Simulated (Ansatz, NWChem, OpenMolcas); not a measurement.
## How basis sets differ on C2H4Si (ethynylsilane)

C2H4Si has 7 atoms, charge 0, and is taken as a singlet. SMILES: `C#C[SiH3]`. The shape is that of a PBE0-D4/def2-TZVP optimisation.

Quantity: the vertical energy of the triplet above the singlet, in eV. The values are calculated.

```json
{"level": "HF/STO-3G", "kind": "Hartree–Fock", "program": "NWChem", "value (eV)": "5.69"}
{"level": "HF/3-21G", "kind": "Hartree–Fock", "program": "Ansatz", "value (eV)": "4.84"}
{"level": "HF/def2-SV(P)", "kind": "Hartree–Fock", "program": "OpenMolcas", "value (eV)": "4.53"}
{"level": "HF/def2-SVP", "kind": "Hartree–Fock", "program": "OpenMolcas", "value (eV)": "4.52"}
{"level": "HF/6-311+G**", "kind": "Hartree–Fock", "program": "Ansatz", "value (eV)": "4.47"}
{"level": "HF/def2-TZVP", "kind": "Hartree–Fock", "program": "OpenMolcas", "value (eV)": "4.39"}
{"level": "HF/def2-TZVPP (RICD fitting)", "kind": "Hartree–Fock", "program": "OpenMolcas", "value (eV)": "4.39"}
```

The values span 4.39 to 5.69 eV. The upper state's dipole differs much between rows, so they may not all be the same state. Without the sets that lack polarisation functions the rows with a basis span only 4.39 to 4.53 eV.

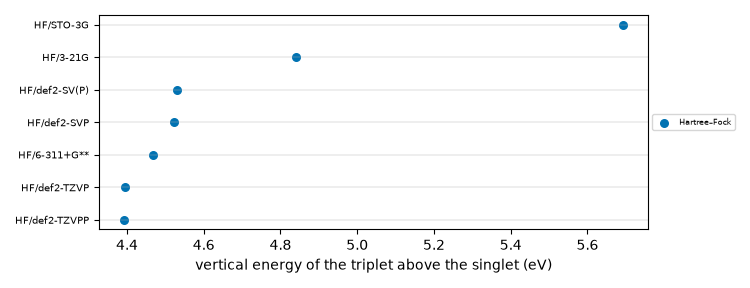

The values of the table, level by level.
